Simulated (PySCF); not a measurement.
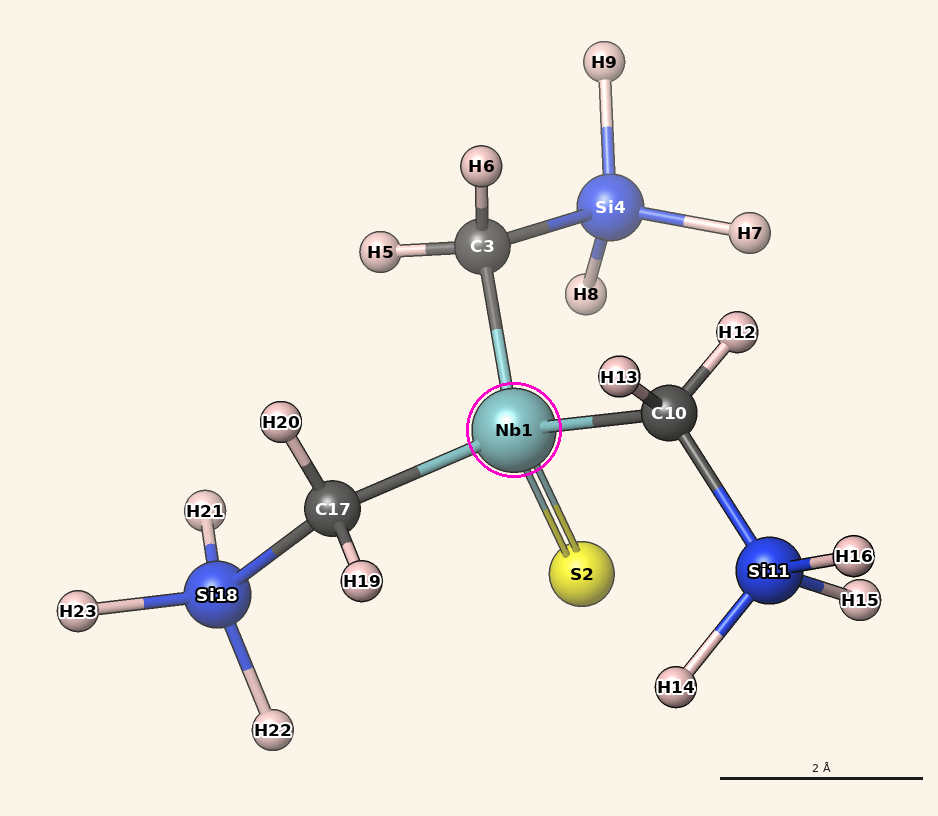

Orthographic view. Atoms fade into the background with distance from the viewer. The species is neutral and a spin singlet. Computed geometry: PBE0-D3(BJ)/def2-SVP optimisation. No frequency run is at hand to confirm it as a minimum.

Q: Which atoms are bonded to the circled atom?

A: The circled atom is Nb1; it is bonded to S2, C3, C10, C17.

Q: What is the shortest path along bonds from the circled atom to H7?

A: Nb1–C3–Si4–H7, 3 bonds; through space the two are 3.56 Å apart.

Q: Which atom is farthest from the viewer?

A: H8, 3.5 Å behind the mean position.

Q: Which atom is nearest the viewer?

A: H16, 3.1 Å in front of the mean position.
